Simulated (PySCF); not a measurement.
Geometry relaxation, with input and output: CH₇GeN

- system: CH₇GeN
- method: PBE0-D3(BJ)/def2-SVP geometry optimisation, gas phase (PySCF 2.14.0)

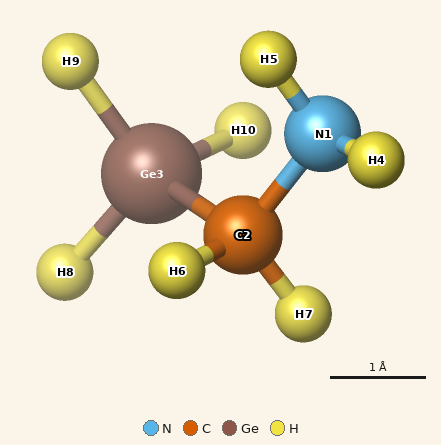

*The input geometry (ball-and-stick view, seen at a tilt; atoms are numbered from 1 in the order of the input). Sticks mark near contacts.*

Bond lengths as drawn: C–Ge 1.96 Å, C–H 1.09 to 1.10 Å, C–N 1.43 Å, Ge–H 1.49 to 1.51 Å and H–N 1.00 to 1.04 Å.

**Results in brief**

| quantity | value |
| --- | --- |
| outcome | converged |
| total energy | −2173.343232 hartree |
| dipole moment | 1.76 D |
| point group | C1 |
| hardware | 1 CPU thread, shared host |
| wall time | 34 s |
| peak memory | 0.39 GiB |

**Input file**
```
{"job": {"xc": "PBE0", "basis": "def2-SVP", "d3": "d3bj", "grid": 1, "maxiter": 30, "shake": 0.01, "kind": "geom"}, "charge": 0, "multiplicity": 1}
N     -1.345090     0.574690     0.516690
C     -0.540550    -0.517570     0.074150
Ge     1.331290    -0.033690     0.414860
H     -2.318300     0.374940     0.424540
H     -1.192660     1.404200    -0.083930
H     -0.695010    -0.792700    -0.978280
H     -0.783670    -1.388080     0.680440
H      2.314400    -1.116200     0.026270
H      1.728250     1.191600    -0.340760
H      1.551770     0.281880     1.873710
```

The first line tells a small driver script what to run in PySCF; the rest is the geometry in Å.

Launched with:
```bash
OMP_NUM_THREADS=1 python <driver script> task.json out
```

**Output**
```
step   0  E = -2173.33923460  max force = 0.032257
step   1  E = -2173.34286801  max force = 0.005401
step   2  E = -2173.34309444  max force = 0.000927
step   3  E = -2173.34313346  max force = 0.000945
step   4  E = -2173.34317847  max force = 0.000874
step   5  E = -2173.34320093  max force = 0.000884
step   6  E = -2173.34322217  max force = 0.000534
step   7  E = -2173.34323219  max force = 0.000352
optimisation converged
```

**Trajectory as extended XYZ (Å, eV, eV/Å), 8 frames, from step=0 to step=7**
```
10
Properties=species:S:1:pos:R:3:forces:R:3 step=0 energy=-59139.57287
N    -1.3451    0.5747    0.5167    0.3518   1.6587  -0.1578
C    -0.5405   -0.5176    0.0741    0.4095   0.0835  -0.1545
Ge    1.3313   -0.0337    0.4149   -0.2272  -0.5628   0.1877
H    -2.3183    0.3749    0.4245   -0.9865  -0.2734   0.0078
H    -1.1927    1.4042   -0.0839   -0.0392  -0.5121   0.4576
H    -0.6950   -0.7927   -0.9783    0.1387  -0.2823  -0.3452
H    -0.7837   -1.3881    0.6804    0.0574  -0.4842   0.2013
H     2.3144   -1.1162    0.0263    0.2737  -0.4826  -0.1968
H     1.7283    1.1916   -0.3408    0.0649   0.8040  -0.5787
H     1.5518    0.2819    1.8737   -0.0432   0.0512   0.5787
10
Properties=species:S:1:pos:R:3:forces:R:3 step=1 energy=-59139.67174
N    -1.2012    0.6704    0.6516   -0.0789  -0.2778   0.1129
C    -0.3829   -0.4434    0.2092   -0.0667  -0.0515   0.0424
Ge    1.5116   -0.0750    0.5859    0.0926   0.2196  -0.0437
H    -2.1947    0.4898    0.4958    0.1827   0.0516   0.0018
H    -0.9661    1.5180    0.1494   -0.0109   0.1571  -0.1514
H    -0.4862   -0.7290   -0.8606    0.0262   0.0213   0.0323
H    -0.6431   -1.3443    0.7927   -0.0100   0.0418  -0.0265
H     2.4247   -1.2333    0.1145   -0.0923   0.0725   0.0209
H     1.9099    1.2169   -0.1924   -0.0326  -0.1955   0.1390
H     1.7253    0.1742    2.0965   -0.0103  -0.0391  -0.1277
10
Properties=species:S:1:pos:R:3:forces:R:3 step=2 energy=-59139.67790
N    -1.1980    0.6697    0.6517    0.0258   0.0275   0.0279
C    -0.3818   -0.4436    0.2137    0.0068  -0.0387  -0.0007
Ge    1.5098   -0.0673    0.5862    0.0059   0.0477  -0.0105
H    -2.1870    0.4857    0.4978   -0.0124   0.0116  -0.0028
H    -0.9718    1.5138    0.1296   -0.0354  -0.0152  -0.0241
H    -0.4836   -0.7293   -0.8550    0.0143  -0.0049  -0.0024
H    -0.6413   -1.3427    0.7979   -0.0078   0.0100  -0.0011
H     2.4085   -1.2238    0.1062    0.0005  -0.0163  -0.0142
H     1.9136    1.2156   -0.1753   -0.0006  -0.0081   0.0166
H     1.7288    0.1662    2.0900    0.0030  -0.0136   0.0113
10
Properties=species:S:1:pos:R:3:forces:R:3 step=3 energy=-59139.67896
N    -1.1990    0.6722    0.6495    0.0311   0.0486   0.0022
C    -0.3805   -0.4421    0.2162    0.0087  -0.0116  -0.0116
Ge    1.5116   -0.0640    0.5871   -0.0110  -0.0076   0.0083
H    -2.1879    0.4837    0.5015   -0.0281  -0.0142   0.0047
H    -0.9830    1.5098    0.1122   -0.0145  -0.0169  -0.0068
H    -0.4808   -0.7312   -0.8516    0.0080  -0.0079  -0.0016
H    -0.6392   -1.3392    0.8030   -0.0078   0.0038   0.0063
H     2.4039   -1.2221    0.0978    0.0057  -0.0085  -0.0113
H     1.9181    1.2203   -0.1652    0.0039   0.0238  -0.0054
H     1.7341    0.1569    2.0921    0.0039  -0.0094   0.0151
10
Properties=species:S:1:pos:R:3:forces:R:3 step=4 energy=-59139.68018
N    -1.2000    0.6789    0.6428    0.0049   0.0398  -0.0394
C    -0.3779   -0.4383    0.2204    0.0072   0.0156  -0.0151
Ge    1.5148   -0.0594    0.5898   -0.0150  -0.0450   0.0181
H    -2.1891    0.4768    0.5110   -0.0125  -0.0224   0.0192
H    -1.0042    1.5020    0.0758    0.0085  -0.0107   0.0141
H    -0.4762   -0.7369   -0.8449   -0.0007  -0.0097   0.0026
H    -0.6364   -1.3302    0.8147   -0.0064  -0.0015   0.0104
H     2.3980   -1.2173    0.0807    0.0102   0.0074  -0.0050
H     1.9244    1.2328   -0.1455    0.0012   0.0293  -0.0113
H     1.7438    0.1359    2.0979    0.0026  -0.0029   0.0064
10
Properties=species:S:1:pos:R:3:forces:R:3 step=5 energy=-59139.68079
N    -1.1995    0.6840    0.6356   -0.0049   0.0122  -0.0455
C    -0.3765   -0.4367    0.2221   -0.0007   0.0193  -0.0064
Ge    1.5163   -0.0580    0.5921   -0.0096  -0.0347   0.0112
H    -2.1892    0.4729    0.5196    0.0040  -0.0139   0.0191
H    -1.0160    1.4971    0.0505    0.0137  -0.0029   0.0159
H    -0.4741   -0.7438   -0.8408   -0.0036  -0.0083   0.0036
H    -0.6361   -1.3236    0.8233   -0.0054   0.0001   0.0078
H     2.3993   -1.2107    0.0693    0.0083   0.0120  -0.0016
H     1.9243    1.2423   -0.1310   -0.0019   0.0169  -0.0049
H     1.7487    0.1208    2.1021    0.0002  -0.0006   0.0009
10
Properties=species:S:1:pos:R:3:forces:R:3 step=6 energy=-59139.68137
N    -1.1968    0.6893    0.6245   -0.0073  -0.0158  -0.0275
C    -0.3754   -0.4370    0.2230   -0.0084   0.0092   0.0038
Ge    1.5169   -0.0575    0.5949    0.0014  -0.0074   0.0001
H    -2.1873    0.4709    0.5305    0.0139   0.0015   0.0080
H    -1.0242    1.4914    0.0218    0.0099   0.0050   0.0091
H    -0.4732   -0.7557   -0.8364   -0.0040  -0.0058   0.0025
H    -0.6381   -1.3167    0.8336   -0.0023   0.0034   0.0028
H     2.4064   -1.1984    0.0568    0.0038   0.0101   0.0008
H     1.9180    1.2547   -0.1129   -0.0047  -0.0003   0.0035
H     1.7509    0.1036    2.1069   -0.0023   0.0001  -0.0032
10
Properties=species:S:1:pos:R:3:forces:R:3 step=7 energy=-59139.68164
N    -1.1936    0.6909    0.6171   -0.0027  -0.0181  -0.0044
C    -0.3754   -0.4397    0.2229   -0.0071  -0.0009   0.0033
Ge    1.5160   -0.0576    0.5964    0.0058   0.0082  -0.0040
H    -2.1850    0.4727    0.5346    0.0086   0.0069  -0.0030
H    -1.0227    1.4886    0.0087    0.0039   0.0055   0.0018
H    -0.4737   -0.7654   -0.8343   -0.0026  -0.0038   0.0011
H    -0.6407   -1.3147    0.8393    0.0003   0.0043   0.0015
H     2.4142   -1.1882    0.0513    0.0005   0.0047   0.0008
H     1.9092    1.2621   -0.1027   -0.0042  -0.0061   0.0056
H     1.7488    0.0957    2.1094   -0.0024  -0.0008  -0.0027
```

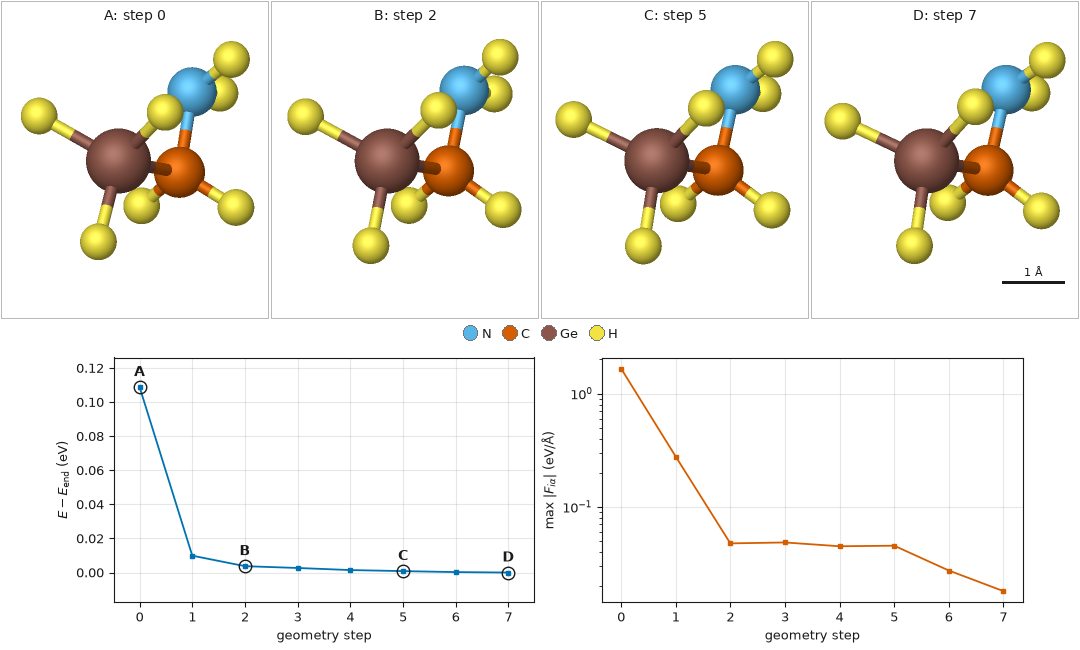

*Frames of the relaxation (ball-and-stick view, seen at a tilt) above the curves, on which the letters mark them (steps are counted from 0).*

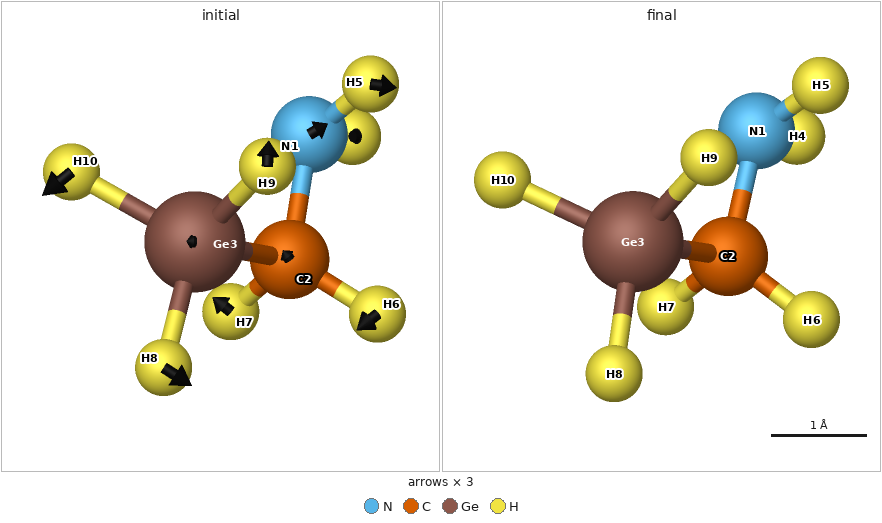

*Before (left) and after (right) the relaxation, at one scale (ball-and-stick view, seen at a tilt). The black arrows give the displacements, magnified 3 times.*

The atom that moves furthest after the best rigid fit is H10 (0.13 Å). Largest moves by element: H 0.13 Å, N 0.08 Å, C 0.04 Å, Ge 0.03 Å. Distances before and after: Ge3–H9 1.493 → 1.544 Å, Ge3–H10 1.509 → 1.538 Å, N1–C2 1.427 → 1.450 Å, N1–H4 0.998 → 1.018 Å. Among the angles that change: C2–Ge3–H8 113.5° → 110.5°, N1–C2–Ge3 107.2° → 109.9°, C2–Ge3–H9 111.6° → 109.0°. After 7 geometry steps the energy has fallen by 0.109 eV. The largest force component goes from 1.7 to 0.018 eV/Å. (Atoms are counted from 1 in the order of the input.)
